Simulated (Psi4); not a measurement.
# NSF3 (SMILES N#S(F)(F)F): r2SCAN/def2-TZVP (density fitting, sweep point 3)

Aim: the vertical electron affinity of NSF3 at r2SCAN/def2-TZVP (density fitting, sweep point 3), from 2 runs. 

Program for the calculation: Psi4 1.11.

## Step 1: The molecule

NSF3 has 5 atoms, charge 0, and is taken as a singlet. SMILES: `N#S(F)(F)F`. The shape is that of a PBE0-D4/def2-TZVP optimisation.

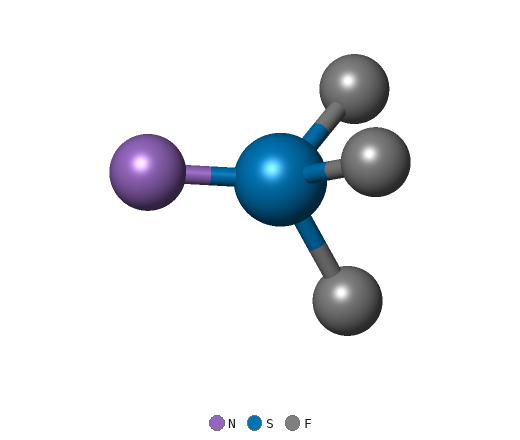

The structure, seen from a chosen angle (nitrogen purple, sulfur blue, fluorine grey).

## Step 2: A single-point energy at r2SCAN/def2-TZVP (density fitting, sweep point 3)

Input file f3ns.in:

```
memory 1600 mb

molecule system {
  N     -0.349630    -0.004150     1.591380
  S     -0.047340    -0.000560     0.215490
  F      1.023370    -0.939300    -0.408980
  F     -1.108620    -0.317610    -0.875740
  F      0.482210     1.261610    -0.522150
  symmetry c1
}

set {
  basis                def2-TZVP
  reference            rks
  puream               true
  scf_type             df
  dft_radial_points    99
  dft_spherical_points 590
}

E, wfn = energy("r2scan", return_wfn=True)
print_variables()
```

The run is started by

```sh
$ psi4 f3ns.in f3ns.out -n 1
```

f3ns.out:

```text
[...]
  Running in c1 symmetry.
[...]
  Nuclear repulsion =  284.226728899419811
[...]
  Multiplicity = 1
[...]
  Nalpha       = 25
  Nbeta        = 25
[...]
    Number of basis functions: 161
[...]
   @DF-RKS iter   1:  -751.98415100775151    6.83194e-01   6.24079e-03 DIIS/ADIIS
[...]
   @DF-RKS iter   9:  -752.37842232071830   -1.12805e-08   6.00172e-07 DIIS
[...]
    Orbital Energies [Eh]
    ---------------------
    Doubly Occupied:
       1A    -88.813407     2A    -24.581766     3A    -24.581755
       4A    -24.581751     5A    -14.187295     6A     -8.095877
       7A     -6.040165     8A     -6.040165     9A     -6.036867
      10A     -1.329357    11A     -1.247414    12A     -1.247410
      13A     -0.935331    14A     -0.707433    15A     -0.608228
      16A     -0.608226    17A     -0.521788    18A     -0.502009
      19A     -0.502007    20A     -0.456151    21A     -0.456149
      22A     -0.439466    23A     -0.372741    24A     -0.313310
      25A     -0.313309
[...]
  @DF-RKS Final Energy:  -752.37842232071830
   => Energetics <=
    Nuclear Repulsion Energy =            284.2267288994198111
    One-Electron Energy =               -1605.1978625739104700
    Two-Electron Energy =                 632.5434069701857425
    DFT Exchange-Correlation Energy =     -63.9506956164134834
    Empirical Dispersion Energy =           0.0000000000000000
    VV10 Nonlocal Energy =                  0.0000000000000000
    Total Energy =                       -752.3784223207183004
[...]
 Multipole Moments:
 ------------------------------------------------------------------------------------
     Multipole            Electronic (a.u.)      Nuclear  (a.u.)        Total (a.u.)
 ------------------------------------------------------------------------------------
 L = 1.  Multiply by 2.5417464519 to convert [e a0] to [Debye]
 Dipole X            :          0.5212204           -0.3438495            0.1773709
 Dipole Y            :          0.0061918           -0.0040747            0.0021171
 Dipole Z            :         -2.3724043            1.5651108           -0.8072935
 Magnitude           :                                                    0.8265517
[...]
```

Run time: 41 s. Hardware: 1 thread of Intel Xeon at 2.70GHz, shared host; peak memory 1.1 GiB.

## Step 3: The doublet anion at the same level

Input file job.dat:

```
memory 1600 mb

molecule m {
  -1 2
  N     -0.349630    -0.004150     1.591380
  S     -0.047340    -0.000560     0.215490
  F      1.023370    -0.939300    -0.408980
  F     -1.108620    -0.317610    -0.875740
  F      0.482210     1.261610    -0.522150
  units angstrom
  symmetry c1
}

set globals {
  basis                def2-TZVP
  reference            uks
  puream               true
  scf_type             df
  dft_radial_points    99
  dft_spherical_points 590
  maxiter              100
}

e, wfn = energy('r2scan', return_wfn=True)
```

The run is started by

```sh
$ psi4 -n 1 job.dat job.out
```

job.out:

```text
[...]
  Running in c1 symmetry.
[...]
  Nuclear repulsion =  284.226728899419811
[...]
  Multiplicity = 2
[...]
  Nalpha       = 26
  Nbeta        = 25
[...]
    Number of basis functions: 161
[...]
   @DF-UKS iter   1:  -751.85227539848859    8.15069e-01   6.85213e-03 ADIIS/DIIS
[...]
   @DF-UKS iter  10:  -752.32251257543089   -3.21099e-08   6.24950e-07 DIIS
[...]
   @S^2 Observed:                7.578610056E-01
[...]
    Orbital Energies [Eh]
    ---------------------
    Alpha Occupied:
       1A    -88.466953     2A    -24.286338     3A    -24.286297
       4A    -24.286273     5A    -13.883983     6A     -7.758256
       7A     -5.702624     8A     -5.702624     9A     -5.700720
      10A     -1.047673    11A     -0.969833    12A     -0.969812
      13A     -0.652551    14A     -0.437131    15A     -0.339041
      16A     -0.339029    17A     -0.252206    18A     -0.232268
      19A     -0.232261    20A     -0.186972    21A     -0.186956
      22A     -0.168951    23A     -0.112891    24A     -0.042697
      25A     -0.042695    26A      0.181755
    Alpha Virtual:
[...]
  @DF-UKS Final Energy:  -752.32251257543089
   => Energetics <=
    Nuclear Repulsion Energy =            284.2267288994198111
    One-Electron Energy =               -1619.7113676960693738
    Two-Electron Energy =                 647.5404084373941487
    DFT Exchange-Correlation Energy =     -64.3782822161755490
    Empirical Dispersion Energy =           0.0000000000000000
    VV10 Nonlocal Energy =                  0.0000000000000000
    Total Energy =                       -752.3225125754308920
[...]
 Multipole Moments:
 ------------------------------------------------------------------------------------
     Multipole            Electronic (a.u.)      Nuclear  (a.u.)        Total (a.u.)
 ------------------------------------------------------------------------------------
 L = 1.  Multiply by 2.5417464519 to convert [e a0] to [Debye]
 Dipole X            :          0.6269118           -0.3438495            0.2830623
 Dipole Y            :          0.0072427           -0.0040747            0.0031681
 Dipole Z            :         -2.8539729            1.5651108           -1.2888621
 Magnitude           :                                                    1.3195832
[...]
```

Run time: 72 s. Hardware: 1 thread of Intel Xeon at 2.70GHz, shared host; peak memory 1.1 GiB.

## Step 4: Results

At r2SCAN/def2-TZVP (density fitting, sweep point 3):

| quantity | value |
| --- | --- |
| singlet NSF3: total energy | -752.37842 Eh |
| singlet NSF3: dipole moment | 2.10 D |
| singlet NSF3: HOMO energy | -8.53 eV |
| singlet NSF3: LUMO energy | -1.95 eV |
| singlet NSF3: HOMO–LUMO gap | 6.58 eV |
| doublet anion: total energy | -752.32251 Eh |
| doublet anion: HOMO energy (highest over α and β) | 4.95 eV |
| doublet anion: LUMO energy (lowest over α and β) | 6.47 eV |
| doublet anion: ⟨S²⟩ | 0.758 |
| vertical electron affinity (to the doublet anion) | -1.521 eV |

**Reading.** The anion lies 1.52 eV (35 kcal/mol) above the neutral: the electron isn't bound at this level, and such a value depends on the basis. Without diffuse functions anions come out too high. The HOMO (doublet anion) lies at positive energy, 4.95 eV, as semi-local functionals often give for anions; only total energies tell whether the electron is bound.
